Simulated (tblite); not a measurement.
# Geometry relaxation of C₃H₁₂N₂Si (charge +1) (part 1 of 3)

System: C₃H₁₂N₂Si, charge +1, multiplicity 2.
Method: GFN2-xTB geometry optimisation, gas phase (tblite 0.8.0).

It belongs to a series of runs on one base structure; here: electron removed.

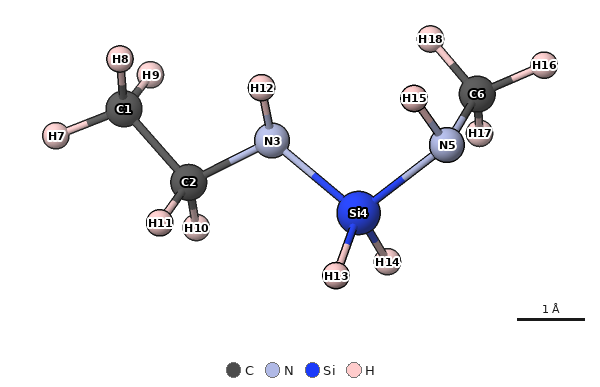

**Figure 1.** The starting structure (ball-and-stick view, seen at a tilt; atoms are numbered from 1 in the order of the input).

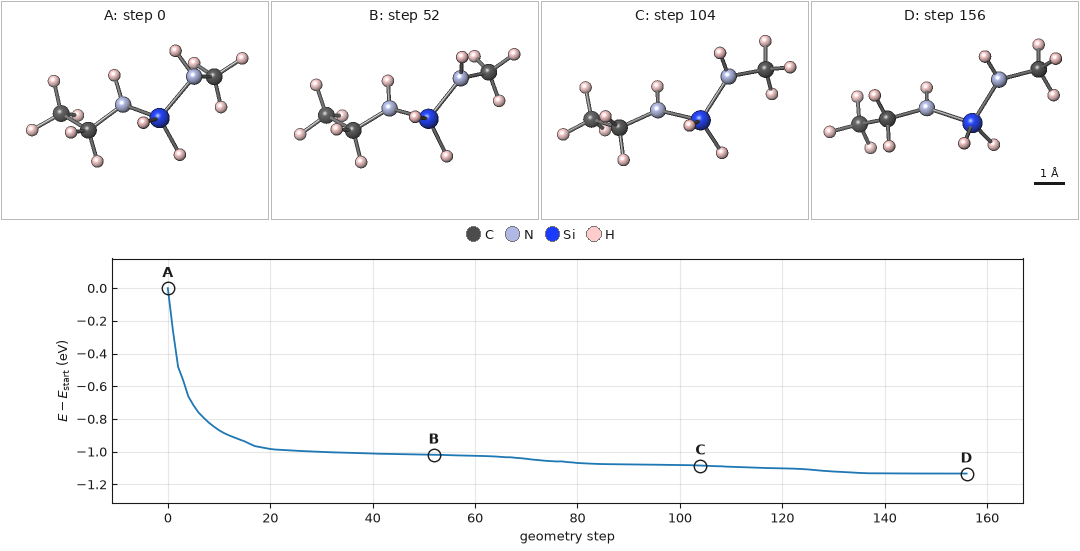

**Figure 2.** Frames of the relaxation (ball-and-stick view, seen at a tilt) above the curves, on which the letters mark them (steps are counted from 0).

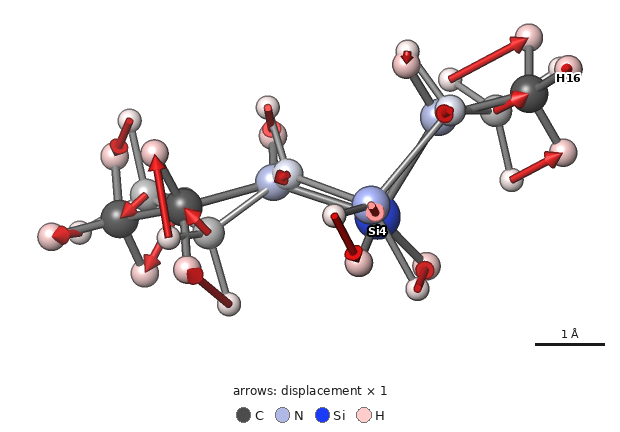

**Figure 3.** Start (faint) and end (solid) with the displacements as red arrows, at true length (ball-and-stick view, seen at a tilt). The two geometries are laid on each other by the best rigid fit. The largest move after the best rigid fit is that of H18, 1.39 Å. Largest moves by element: H 1.39 Å, Si 0.72 Å, C 0.71 Å, N 0.47 Å. Among the contacts that change: Si4–N5 1.806 → 1.739 Å, N5–H15 1.061 → 1.013 Å, C1–H8 1.125 → 1.088 Å, N5–C6 1.458 → 1.425 Å. Among the angles that change: Si4–N5–C6 104.3° → 128.2°, Si4–N5–H15 104.1° → 119.3°, C2–N3–Si4 115.3° → 128.6°. The energy falls by 1.133 eV in 156 geometry steps. Largest force component: 2.5 eV/Å at the start, 0.007 eV/Å at the end. (Atoms are counted from 1 in the order of the input.)

These pictures come from the run below.

## Input
```
{"job": {"kind": "relax", "xc": "GFN2-xTB", "basis": "xTB"}, "charge": 1, "multiplicity": 2}
C     -2.630600     0.849700    -0.029000
C     -1.773600    -0.321400    -0.463200
N     -0.408000     0.031300    -0.168100
Si     0.787700    -1.179300    -0.592100
N      2.338000    -0.648000     0.166900
C      2.702900     0.556900    -0.567600
H     -3.716400     0.610100    -0.131100
H     -2.450800     1.115700     1.049400
H     -2.315600     1.708100    -0.641300
H     -1.898100    -0.508700    -1.552100
H     -2.153200    -1.223000     0.041300
H     -0.351700     0.444800     0.763400
H      0.503700    -2.515600    -0.014600
H      0.919300    -1.278700    -2.040700
H      2.051600    -0.307100     1.129900
H      3.785500     0.792100    -0.388700
H      2.504700     0.473300    -1.641300
H      2.095800     1.406000    -0.197500
```

The first line tells a small driver script what to run in tblite; the rest is the geometry in Å.

Command:
```bash
OMP_NUM_THREADS=1 python <driver script> task.json out
```

## Output
```
step      E/eV     max force
  0    -534.84973    3.155
  1    -535.10961    2.081
  2    -535.33003    0.902
  3    -535.41326    0.708
  4    -535.51142    0.777
  5    -535.56512    0.637
  6    -535.61002    0.448
  7    -535.64187    0.438
  8    -535.67151    0.384
  9    -535.69613    0.411
 10    -535.71825    0.306
 11    -535.73596    0.315
 12    -535.75026    0.280
 13    -535.76250    0.310
 14    -535.77473    0.287
 15    -535.78617    0.421
 16    -535.80123    0.297
 17    -535.81529    0.244
 18    -535.82126    0.216
 19    -535.82770    0.176
 20    -535.83278    0.157
 21    -535.83624    0.115
 22    -535.83808    0.104
 23    -535.83962    0.086
 24    -535.84144    0.115
 25    -535.84365    0.102
 26    -535.84510    0.079
 27    -535.84633    0.079
 28    -535.84748    0.099
 29    -535.84892    0.122
 30    -535.85052    0.113
 31    -535.85199    0.086
 32    -535.85309    0.073
 33    -535.85392    0.076
 34    -535.85471    0.072
 35    -535.85556    0.067
 36    -535.85642    0.063
 37    -535.85727    0.070
 38    -535.85823    0.094
 39    -535.85941    0.107
 40    -535.86066    0.088
 41    -535.86161    0.061
 42    -535.86216    0.058
 43    -535.86255    0.066
 44    -535.86302    0.062
 45    -535.86355    0.062
 46    -535.86407    0.056
 47    -535.86456    0.057
 48    -535.86507    0.061
 49    -535.86565    0.057
 50    -535.86628    0.059
 51    -535.86688    0.052
 52    -535.86747    0.061
 53    -535.86825    0.071
 54    -535.86936    0.073
 55    -535.87062    0.075
 56    -535.87154    0.072
 57    -535.87219    0.062
 58    -535.87278    0.060
 59    -535.87335    0.068
 60    -535.87414    0.066
 61    -535.87509    0.081
 62    -535.87604    0.083
 63    -535.87716    0.082
 64    -535.87873    0.086
 65    -535.88089    0.105
 66    -535.88314    0.123
 67    -535.88356    0.250
 68    -535.88696    0.158
 69    -535.88928    0.107
 70    -535.89259    0.091
 71    -535.89679    0.165
 72    -535.89994    0.131
 73    -535.90335    0.152
 74    -535.90560    0.122
 75    -535.90749    0.115
 76    -535.90911    0.115
 77    -535.90861    0.247
 78    -535.91291    0.162
 79    -535.91485    0.129
 80    -535.91838    0.089
 81    -535.92032    0.116
 82    -535.92159    0.087
 83    -535.92298    0.070
 84    -535.92427    0.058
 85    -535.92502    0.058
 86    -535.92554    0.049
 87    -535.92584    0.036
 88    -535.92610    0.045
 89    -535.92641    0.048
 90    -535.92684    0.054
 91    -535.92732    0.044
 92    -535.92764    0.086
 93    -535.92794    0.058
 94    -535.92834    0.044
 95    -535.92877    0.047
 96    -535.92920    0.058
 97    -535.92956    0.058
 98    -535.92984    0.050
 99    -535.93011    0.037
100    -535.93049    0.058
101    -535.93105    0.074
102    -535.93183    0.089
103    -535.93280    0.076
104    -535.93389    0.080
105    -535.93508    0.079
106    -535.93646    0.079
107    -535.93788    0.105
108    -535.93847    0.159
109    -535.94046    0.097
110    -535.94158    0.057
111    -535.94254    0.062
112    -535.94380    0.070
113    -535.94501    0.069
114    -535.94640    0.087
115    -535.94740    0.122
116    -535.94839    0.072
117    -535.94919    0.052
118    -535.94977    0.041
119    -535.95006    0.047
120    -535.95069    0.055
121    -535.95163    0.088
122    -535.95271    0.125
123    -535.95408    0.124
124    -535.95571    0.161
125    -535.95768    0.123
126    -535.96067    0.109
127    -535.96360    0.193
128    -535.96625    0.182
129    -535.96849    0.216
130    -535.97054    0.142
131    -535.97193    0.122
132    -535.97332    0.100
133    -535.97533    0.114
134    -535.97746    0.136
135    -535.97909    0.120
136    -535.98035    0.081
137    -535.98129    0.065
138    -535.98150    0.051
139    -535.98172    0.041
140    -535.98208    0.030
141    -535.98219    0.026
142    -535.98231    0.024
143    -535.98244    0.025
144    -535.98251    0.032
145    -535.98259    0.021
146    -535.98264    0.018
147    -535.98268    0.016
148    -535.98273    0.019
149    -535.98279    0.021
150    -535.98284    0.015
151    -535.98288    0.012
152    -535.98291    0.015
153    -535.98293    0.012
154    -535.98295    0.010
155    -535.98297    0.010
156    -535.98299    0.010
```

## Trajectory as extended XYZ (Å, eV, eV/Å), 27 of the 157 frames kept, from step=0 to step=156
```
18
Properties=species:S:1:pos:R:3:forces:R:3 step=0 energy=-534.84973
C    -2.6306    0.8497   -0.0290   -0.6460   0.3770   0.6680
C    -1.7736   -0.3214   -0.4632   -0.2030   0.5210  -0.2800
N    -0.4080    0.0313   -0.1681   -0.1420  -1.1250   0.1260
Si    0.7877   -1.1793   -0.5921    0.6420  -1.3910   0.1710
N     2.3380   -0.6480    0.1669   -2.5100   1.9050   0.1510
C     2.7029    0.5569   -0.5676    0.7630   0.1800   0.4480
H    -3.7164    0.6101   -0.1311    0.9230   0.3800  -0.0720
H    -2.4508    1.1157    1.0494   -0.2210  -0.2590  -0.9540
H    -2.3156    1.7081   -0.6413   -0.5130  -0.1620   0.2730
H    -1.8981   -0.5087   -1.5521    0.2730   0.0560   0.5380
H    -2.1532   -1.2230    0.0413    0.3210  -0.0030   0.0730
H    -0.3517    0.4448    0.7634   -0.0290   0.1570  -0.3090
H     0.5037   -2.5156   -0.0146    0.0310   0.4100  -0.0320
H     0.9193   -1.2787   -2.0407   -0.0040   0.2080   0.1100
H     2.0516   -0.3071    1.1299    1.2370  -0.9580  -0.9290
H     3.7855    0.7921   -0.3887   -0.8030  -0.0650  -0.1270
H     2.5047    0.4733   -1.6413    0.4090  -0.1440   0.2530
H     2.0958    1.4060   -0.1975    0.4710  -0.0880  -0.1080
18
Properties=species:S:1:pos:R:3:forces:R:3 step=6 energy=-535.61002
C    -2.6417    0.8704   -0.0228   -0.2380   0.1200   0.1170
C    -1.8012   -0.3109   -0.4489   -0.2580   0.0160  -0.0680
N    -0.4335   -0.1325   -0.1424   -0.1180   0.2190  -0.1300
Si    0.7656   -1.2995   -0.6127    0.3280  -0.0510   0.2610
N     2.1187   -0.4799    0.1346    0.2910  -0.1460   0.0440
C     2.7054    0.6163   -0.5617    0.0800   0.0010   0.1460
H    -3.6987    0.6513   -0.1565    0.0390  -0.0020   0.0150
H    -2.4744    1.1091    1.0308   -0.0570  -0.0060  -0.1330
H    -2.4013    1.7490   -0.6221    0.0480  -0.0610   0.0640
H    -1.8715   -0.4972   -1.5216   -0.1630  -0.0790  -0.1120
H    -2.1388   -1.2210    0.0547   -0.4140  -0.1670   0.0370
H    -0.3285    0.4551    0.6723    0.2100   0.1220   0.0470
H     0.5022   -2.5726    0.0440    0.1270  -0.0210  -0.0130
H     0.9251   -1.2463   -2.0555   -0.0320  -0.0600  -0.0040
H     2.2399   -0.4343    1.1412    0.1730  -0.1980  -0.2260
H     3.7712    0.7714   -0.3475   -0.2080  -0.1510   0.1820
H     2.5836    0.4634   -1.6321    0.0020   0.2000   0.0520
H     2.1693    1.5147   -0.2303    0.1880   0.2650  -0.2790
18
Properties=species:S:1:pos:R:3:forces:R:3 step=12 energy=-535.75026
C    -2.6804    0.8759   -0.0224   -0.0440   0.0460   0.0760
C    -1.8554   -0.3190   -0.4431    0.0080  -0.0420  -0.0630
N    -0.4706   -0.1648   -0.1622   -0.0850  -0.0680   0.0520
Si    0.7892   -1.3148   -0.5761   -0.2180   0.1150   0.0340
N     2.1265   -0.4564    0.1236   -0.0210   0.0650   0.1890
C     2.7190    0.6512   -0.5411    0.2140  -0.0290   0.0070
H    -3.7369    0.6697   -0.1606   -0.0150   0.0180  -0.0050
H    -2.5089    1.1142    1.0248   -0.0610  -0.0170   0.0790
H    -2.4163    1.7546   -0.6041    0.0280   0.0240  -0.0890
H    -1.9366   -0.5176   -1.5183   -0.1010  -0.0050  -0.0270
H    -2.2595   -1.2216    0.0436    0.0130  -0.0030   0.0480
H    -0.2781    0.4781    0.6004   -0.1550   0.0320  -0.1150
H     0.5575   -2.5986    0.0666    0.1190   0.0070   0.0540
H     0.9154   -1.2657   -2.0190    0.0190  -0.0780  -0.1380
H     2.3896   -0.5533    1.0952    0.1010  -0.0640  -0.1180
H     3.7631    0.7319   -0.2568    0.2350   0.0960  -0.0100
H     2.6206    0.5251   -1.6118    0.0930  -0.0640  -0.2200
H     2.2531    1.6175   -0.3153   -0.1290  -0.0330   0.2460
18
Properties=species:S:1:pos:R:3:forces:R:3 step=18 energy=-535.82126
C    -2.7154    0.8882   -0.0152    0.0080  -0.0850  -0.0630
C    -1.9251   -0.3296   -0.4460    0.1130  -0.0730   0.0670
N    -0.5354   -0.2066   -0.1585    0.0840  -0.0320  -0.0720
Si    0.7829   -1.2879   -0.5567   -0.0520   0.0320  -0.0810
N     2.1188   -0.4028    0.1370    0.0070  -0.1200  -0.1800
C     2.7867    0.6689   -0.5295   -0.0820  -0.0280   0.0530
H    -3.7716    0.6980   -0.1646   -0.1050   0.0840  -0.0380
H    -2.5600    1.1102    1.0401    0.0190   0.0080  -0.0530
H    -2.4197    1.7515   -0.6086   -0.0430   0.0390   0.0630
H    -2.0338   -0.5329   -1.5225   -0.0180   0.0360   0.0960
H    -2.3421   -1.2205    0.0520    0.0440  -0.0210   0.0160
H    -0.3219    0.5256    0.5103   -0.1710   0.0180  -0.0160
H     0.6576   -2.5868    0.0990    0.0490   0.1230   0.0510
H     0.9096   -1.3189   -2.0120   -0.0270   0.0090   0.0500
H     2.5372   -0.6658    1.0133    0.0380  -0.0580   0.0760
H     3.8274    0.7455   -0.2159   -0.0230  -0.0030  -0.0860
H     2.7030    0.5514   -1.6126    0.1020  -0.0030   0.1000
H     2.2931    1.6187   -0.2859    0.0560   0.0730   0.0180
18
Properties=species:S:1:pos:R:3:forces:R:3 step=24 energy=-535.84144
C    -2.7310    0.8809   -0.0190   -0.0010   0.0200  -0.0040
C    -1.9400   -0.3414   -0.4402   -0.0520   0.0020  -0.0160
N    -0.5489   -0.2003   -0.1732    0.0010   0.0390  -0.0180
Si    0.7769   -1.2698   -0.5635    0.0770   0.0150  -0.0350
N     2.1453   -0.4252    0.1194   -0.0180   0.0630  -0.0770
C     2.8031    0.6699   -0.5180    0.0140  -0.0160  -0.0230
H    -3.7933    0.7220   -0.1762   -0.0060  -0.0290  -0.0110
H    -2.5736    1.1068    1.0335   -0.0290  -0.0180   0.0470
H    -2.4257    1.7503   -0.5982    0.0100   0.0040  -0.0230
H    -2.0670   -0.5402   -1.5106   -0.0040  -0.0560  -0.0560
H    -2.3470   -1.2321    0.0644    0.0380  -0.0130   0.0360
H    -0.3754    0.5463    0.4882    0.0450   0.0400   0.0440
H     0.7004   -2.5491    0.1283   -0.0250   0.0130   0.0630
H     0.8971   -1.3326   -2.0158   -0.0460   0.0340   0.0090
H     2.5697   -0.7112    0.9888   -0.0180  -0.0220  -0.0140
H     3.8470    0.7470   -0.2161   -0.0220  -0.0170   0.0310
H     2.7411    0.5612   -1.6030   -0.0150   0.0440   0.0570
H     2.3126    1.6237   -0.2651    0.0510  -0.1030  -0.0100
```
